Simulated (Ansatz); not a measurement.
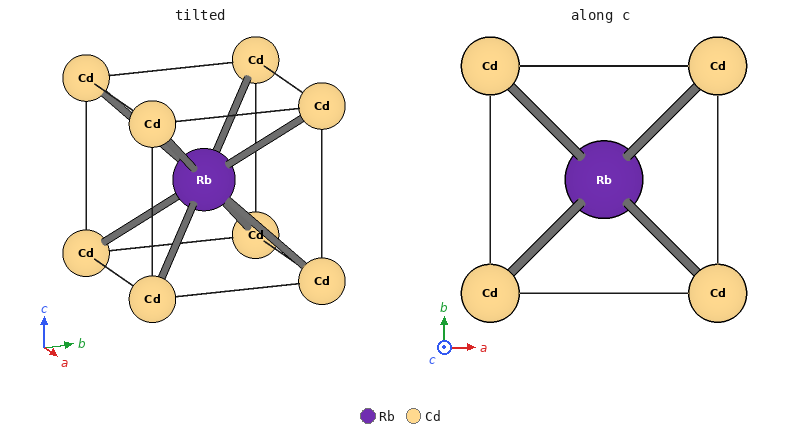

Drawn in the ball-and-stick manner and seen slightly off an axis and along the c axis. Atoms at the boundary of the conventional unit cell (the box) are drawn once for each face, edge or corner they touch.

RbCd, caesium chloride (CsCl, B2) type, space group Pm-3m (No. 221), a = 4.552 Å, b = 4.552 Å, c = 4.552 Å, α = 90.00°, β = 90.00°, γ = 90.00°. The model was built from a random cell made by a generator, so it need not be a real form of the compound. Earlier steps of the study may have refined or changed the cell and positions. It went into a calculation with Ansatz.

This one geometry was computed with Ansatz (DFT, plane waves, PAW) at three levels of theory: PBE, r2SCAN and LDA.

> How does the band gap change with the level of theory?

All levels give a metal.

> Collect the results in a table.

| level | cutoff (eV) | k-mesh of the run's cell | gap (eV) | pressure (GPa) |
| --- | --- | --- | --- | --- |
| PBE | 420 | 12×12×12 | metal | 0.0 |
| r2SCAN | 500 | 12×12×12 | metal | -0.4 |
| LDA | 420 | 12×12×12 | metal | -1.5 |

Gaps are taken on the k-mesh or band path of each run.
